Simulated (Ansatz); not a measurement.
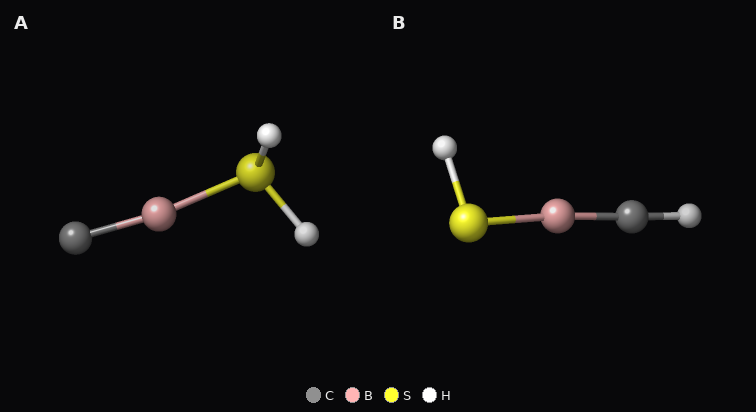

2 stationary structures of one formula. State: charge +1, singlet. Geometries: PBE0-D4/def2-TZVP. Electronic energies: r2SCAN-D4/def2-TZVPP (Ansatz 0.2.0), without zero-point energy. No frequency run is at hand to confirm each as a minimum.

**Rank them by energy, lowest first.**

B is lowest; A lies 354.8 kJ/mol above it (Cs).

Give E(B) − E(A) in kJ/mol at these levels too: RHF-CCSD(T) (frozen core)/def2-TZVPP; PBE-D4/def2-TZVPP; ωB97M-V/def2-TZVPP; PBE0-D4/def2-TZVP; r2SCAN-D4/def2-TZVPP; PBE0-D4/def2-TZVPP; B3LYP-D4/def2-TZVPP.

| level | E(B) − E(A) (kJ/mol) |
| --- | --- |
| RHF-CCSD(T) (frozen core)/def2-TZVPP | −321.7 |
| PBE-D4/def2-TZVPP | −351.9 |
| ωB97M-V/def2-TZVPP | −335.4 |
| PBE0-D4/def2-TZVP | −345.2 |
| r2SCAN-D4/def2-TZVPP | −354.8 |
| PBE0-D4/def2-TZVPP | −345.1 |
| B3LYP-D4/def2-TZVPP | −346.4 |
